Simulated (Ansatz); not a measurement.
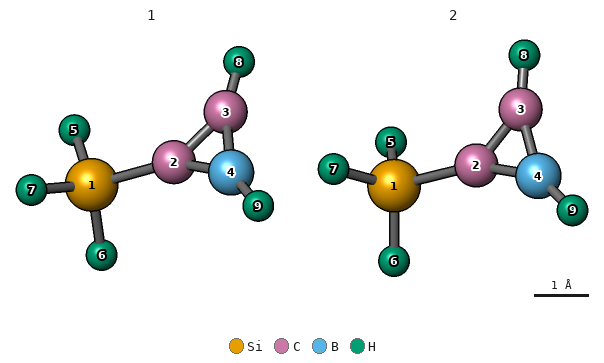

Two geometries of C2H5BSi, drawn at one scale. One is the start of a relaxation, the other its converged end. Style: ball-and-stick. Shown at a tilt.

Theory: RKS PBE0-D4/def2-SVP (Ansatz). Settings: no spin polarisation; force threshold 0.015 eV/Å; at most 40 steps.

Which geometry has the lower energy?

Structure 1 is the relaxed one. The run prepares an end point of a later path (torsion) calculation, from a guessed geometry. Over 13 accepted moves (14 points after the start) the energy falls by 1.63 kcal/mol. Largest force component: 1.7 eV/Å at the start, 0.012 eV/Å at the end. The line search rejected the trial step at point 3 of the run. The largest move after the best rigid fit is that of H8, 0.45 Å. By element the largest moves are H 0.45 Å, C 0.19 Å, B 0.15 Å, Si 0.03 Å. Among the contacts that change: B4–H9 1.151 → 1.195 Å, Si1–H6 1.465 → 1.493 Å, Si1–H5 1.467 → 1.495 Å, C3–H8 1.072 → 1.093 Å. Among the angles between lasting bonds that change: Si1–C2–C3 138.7° → 142.3°, Si1–C2–B4 159.6° → 156.0°. Groups turn about Si1–C2 by about 30°.
